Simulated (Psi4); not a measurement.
# SCAN/def2-TZVPD (sweep point 3) run of BNH4 (SMILES BN)

What is the vertical electron affinity of BNH4 at SCAN/def2-TZVPD (sweep point 3)? 

Program for the calculation: Psi4 1.11.

5 further runs of the same task are left out: 1 that didn't finish, 4 set aside as unsound or not needed.

### Step 1. The molecule

The species is BNH4 (6 atoms), meant as a singlet with charge 0. SMILES: `BN`. The coordinates come from a PBE0-D4/def2-TZVP relaxation.

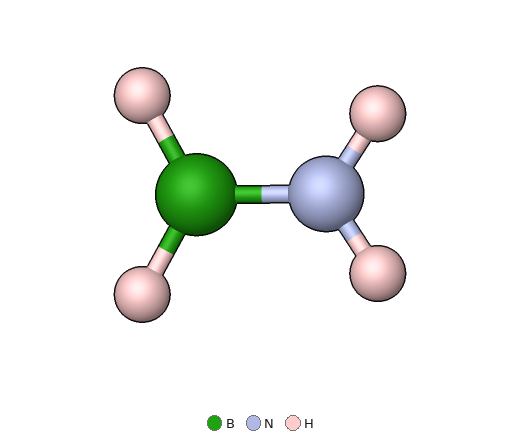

Viewed from a chosen angle; boron green, nitrogen light blue, hydrogen pink.

### Step 2. The energy at SCAN/def2-TZVPD (sweep point 3)

Contents of job.dat:

```
memory 1600 mb

molecule {
  0 1
  B     -0.24226289    -1.28425787    -0.04837699
  N      0.27608899     1.28010048     0.02040904
  H      0.42670016    -2.58514534     1.67713194
  H     -1.34548500    -2.13293388    -1.83152256
  H     -0.22979070     2.48253321    -1.36211459
  H      1.19430691     2.11913888     1.45754576
  units au
  symmetry c1
}

set {
  basis def2-TZVPD
  puream true
  scf_type pk
  dft_radial_points 35
  dft_spherical_points 110
}

e, wfn = energy('scan', return_wfn=True)
```

Command:

```console
psi4 -n 1 job.dat job.out
```

job.out:

```text
[...]
  Running in c1 symmetry.
[...]
  Nuclear repulsion =   32.316093054913715
[...]
  Multiplicity = 1
[...]
  Nalpha       = 8
  Nbeta        = 8
[...]
    Number of basis functions: 110
[...]
   @RKS iter   1:   -81.67105687028342   -2.51516e-01   8.57525e-03 ADIIS/DIIS
[...]
   @RKS iter   8:   -82.03441341091293   -5.95603e-08   5.53795e-07 DIIS
[...]
    Orbital Energies [Eh]
    ---------------------
    Doubly Occupied:
       1A    -14.154597     2A     -6.610833     3A     -0.842102
       4A     -0.492091     5A     -0.484603     6A     -0.360129
       7A     -0.289249     8A     -0.279568
[...]
  @RKS Final Energy:   -82.03441341091293
   => Energetics <=
    Nuclear Repulsion Energy =             32.3160930549137149
    One-Electron Energy =                -173.5244651410769734
    Two-Electron Energy =                  71.6246411198405042
    DFT Exchange-Correlation Energy =     -12.4506824445901874
    Empirical Dispersion Energy =           0.0000000000000000
    VV10 Nonlocal Energy =                  0.0000000000000000
    Total Energy =                        -82.0344134109129328
[...]
 Multipole Moments:
 ------------------------------------------------------------------------------------
     Multipole            Electronic (a.u.)      Nuclear  (a.u.)        Total (a.u.)
 ------------------------------------------------------------------------------------
 L = 1.  Multiply by 2.5417464519 to convert [e a0] to [Debye]
 Dipole X            :          0.0738571            0.0811556            0.1550127
 Dipole Y            :          0.3657725            0.4016450            0.7674175
 Dipole Z            :          0.0098333            0.0107185            0.0205517
 Magnitude           :                                                    0.7831864
[...]
```

Wall time 9 s (1 thread of Intel Xeon Platinum 8488C (Sapphire Rapids), shared host); peak memory 0.51 GiB.

### Step 3. The doublet anion

Contents of input.dat:

```
memory 1.6 GB

molecule {
  -1 2
  B     -0.24226289    -1.28425787    -0.04837699
  N      0.27608899     1.28010048     0.02040904
  H      0.42670016    -2.58514534     1.67713194
  H     -1.34548500    -2.13293388    -1.83152256
  H     -0.22979070     2.48253321    -1.36211459
  H      1.19430691     2.11913888     1.45754576
  units bohr
  symmetry c1
}

set {
  reference uks
  puream true
  scf_type pk
  dft_radial_points 35
  dft_spherical_points 110
  maxiter 150
}

result = energy('scan/def2-TZVPD')
```

Command:

```console
psi4 -i input.dat -o output.dat -n 1
```

output.dat:

```text
[...]
  Running in c1 symmetry.
[...]
  Nuclear repulsion =   32.316093054913715
[...]
  Multiplicity = 2
[...]
  Nalpha       = 9
  Nbeta        = 8
[...]
    Number of basis functions: 110
[...]
   @UKS iter   1:   -81.32576479912436    9.37759e-02   1.02841e-02 ADIIS/DIIS
[...]
   @UKS iter  10:   -81.99763117325934   -1.52724e-07   6.82351e-07 DIIS
[...]
   @S^2 Observed:                7.503242520E-01
[...]
    Orbital Energies [Eh]
    ---------------------
    Alpha Occupied:
       1A    -13.999295     2A     -6.460815     3A     -0.685082
       4A     -0.339576     5A     -0.327379     6A     -0.213399
       7A     -0.142341     8A     -0.125165     9A      0.081983
    Alpha Virtual:
      10A      0.123909    11A      0.124937    12A      0.145851
      13A      0.187388    14A      0.205105    15A      0.207332
      16A      0.210577    17A      0.223685    18A      0.268603
      19A      0.269495    20A      0.274298    21A      0.284938
      22A      0.327506    23A      0.341086    24A      0.347130
      25A      0.349732    26A      0.372810    27A      0.381484
[...]
  @UKS Final Energy:   -81.99763117325934
   => Energetics <=
    Nuclear Repulsion Energy =             32.3160930549137149
    One-Electron Energy =                -175.9304652059311138
    Two-Electron Energy =                  74.1489358151044371
    DFT Exchange-Correlation Energy =     -12.5321948373463865
    Empirical Dispersion Energy =           0.0000000000000000
    VV10 Nonlocal Energy =                  0.0000000000000000
    Total Energy =                        -81.9976311732593359
[...]
 Multipole Moments:
 ------------------------------------------------------------------------------------
     Multipole            Electronic (a.u.)      Nuclear  (a.u.)        Total (a.u.)
 ------------------------------------------------------------------------------------
 L = 1.  Multiply by 2.5417464519 to convert [e a0] to [Debye]
 Dipole X            :          0.0722463            0.0811556            0.1534019
 Dipole Y            :          0.3565257            0.4016450            0.7581707
 Dipole Z            :          0.0096803            0.0107185            0.0203987
 Magnitude           :                                                    0.7738030
[...]
```

Wall time 9 s (1 thread of Intel Xeon Platinum 8488C (Sapphire Rapids), shared host); peak memory 0.51 GiB.

### Step 4. Summary of results

At SCAN/def2-TZVPD (sweep point 3):

| quantity | value |
| --- | --- |
| singlet BNH4: total energy | -82.03441 Eh |
| singlet BNH4: dipole moment | 1.99 D |
| singlet BNH4: HOMO energy | -7.61 eV |
| singlet BNH4: LUMO energy | -0.41 eV |
| singlet BNH4: HOMO–LUMO gap | 7.20 eV |
| doublet anion: total energy | -81.99763 Eh |
| doublet anion: HOMO energy (highest over α and β) | 2.23 eV |
| doublet anion: LUMO energy (lowest over α and β) | 3.12 eV |
| doublet anion: ⟨S²⟩ | 0.750 |
| vertical electron affinity (to the doublet anion) | -1.001 eV |

What this shows: The anion lies 1.00 eV (97 kJ/mol) above the neutral: the electron isn't bound at this level, and such a value depends on the basis. The HOMO (doublet anion) lies at positive energy, 2.23 eV, as semi-local functionals often give for anions; only total energies tell whether the electron is bound.
